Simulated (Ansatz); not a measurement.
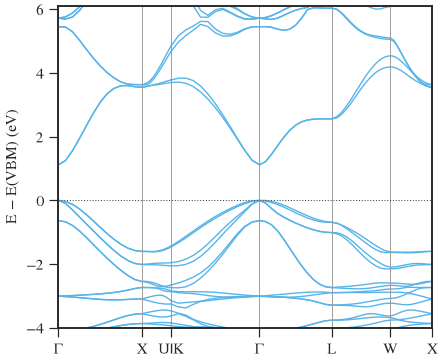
Figure: Band structure from PBE with spin–orbit coupling (plane waves, PAW; program Ansatz)

The gap is 1.12 eV; an edge lies off the plotted path or next to a special point (maximum on the K–Γ line, 97 % of the way from K, minimum at Γ).

The material is AgI (zinc blende, space group No. 216).

Space group F-43m (zinc blende). Symmetry was held in the PBE relaxation. No spin polarisation was allowed.

Potentials: the later of the program's two PAW sets.
